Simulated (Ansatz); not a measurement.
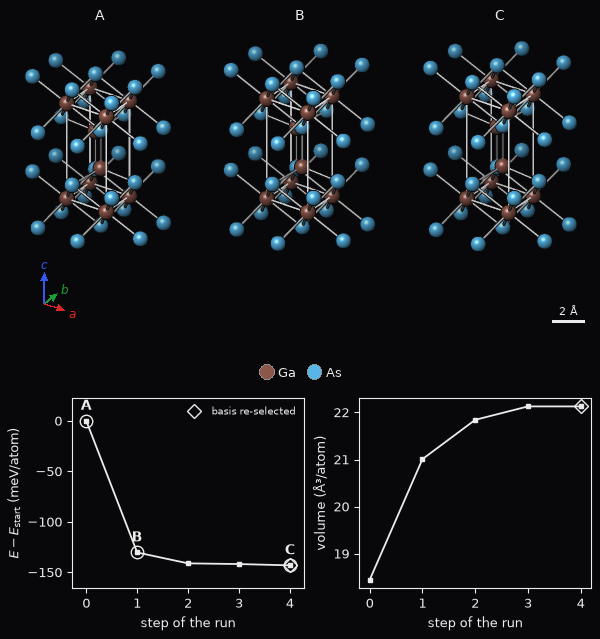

Frames of a relaxation of solid Ga$_{3}$As$_{2}$ (built on the A-type sesquioxide_164 type) (coarse preliminary run), marked on the history of the run. Style: ball-and-stick. Shown: the cell of the calculation, slightly off an axis.

Case: anti-A-type sesquioxide type (P-3m1, No. 164).

Method: DFT PBE, scalar-relativistic, plane waves, PAW in Ansatz. (plane-wave cutoff 420 eV; k-point mesh 6 × 6 × 4; occupations gaussian; smearing width 0.1 eV; no spin polarisation; cell and atoms relaxed; force threshold 0.04 eV/Å; at most 70 steps)

Q: What happens along the run?

A: The largest moves relative to the cell, 0.019 Å, are those of Ga atoms. Largest moves by element: Ga 0.019 Å, As 0.005 Å. The drawn cell changes as follows: a = b 4.091 → 4.334 Å (+6.0 %), c 6.364 → 6.800 Å (+6.8 %); the volume changes by +20.0 %. Near-neighbour distances that change, for instance: As–Ga 2.830 → 3.004 Å, As–Ga 2.546 → 2.706 Å, As–Ga 2.463 → 2.619 Å. The space group stays P-3m1 (No. 164). The energy falls by 143 meV per atom in 3 accepted moves (4 points after the start). The largest force component goes from 0.86 to 0.018 eV/Å. Pressure: 14.61 GPa at the start and 0.05 GPa at the end. At 1 point the geometry stayed and the basis and grid were re-selected for the new cell (energy shift of 1.3 meV per atom at most each time). From step 0 to 1: volume +13.9 %, energy −130 meV per atom. From step 1 to 4: Ga atoms move most (0.02 Å), volume +5.3 %, energy −12.7 meV per atom.

```
step  E − E(0), meV/atom  largest force component, eV/Å  pressure, GPa  volume, Å³/atom                      note
   0                0.00                         0.8584          14.61           18.446                          
   1             -130.33                         0.2558           3.30           21.008                          
   2             -141.10                         0.0686           0.76           21.842                          
   3             -141.79                         0.0191          -0.03           22.127                          
   4             -143.07                         0.0184           0.05           22.127  same geometry, new basis
```
